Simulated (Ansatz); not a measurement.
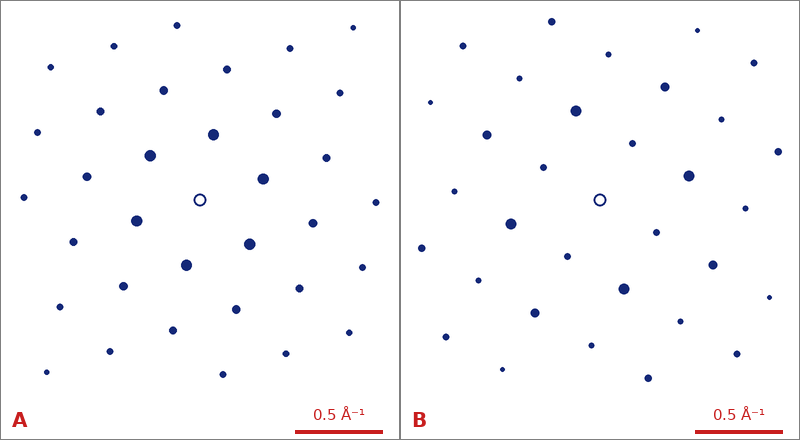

Kinematic electron diffraction patterns (120 kV, B = 0.5 Å², same scale, each along a low-index zone) of two structures of composition TlGe, each relaxed at zero pressure with Ansatz, DFT PBE, scalar-relativistic, plane waves, PAW.

The structures (standard cells):
1. Pm-3m (No. 221), a = 3.694 Å, 2 atoms; generated start, possibly hypothetical
2. P4/nmm (No. 129), a = 3.772 Å, c = 8.022 Å, 4 atoms; generated start, possibly hypothetical

Question: Which pattern belongs to which structure, and along which zone?

Answer: A is structure 1 along [111] or an equivalent direction: hexagonal net of -1 1 0 at d = 2.61 Å and -1 0 1 at d = 2.61 Å, 60.0° apart. B is structure 2 along [001]: square net of 1 -1 0 at d = 2.67 Å and 1 1 0 at d = 2.67 Å, 90.0° apart (some points of this net are extinct or too weak to see).

Question: Rank the structures by their computed energy.

Answer: Structure 2 (P4/nmm, 28.54 Å³ an atom) is the lowest of these; structure 1 (Pm-3m, 25.21 Å³ an atom) lies about 180 meV an atom higher. These are static energies at 0 K; other structures, not shown, may lie lower still.
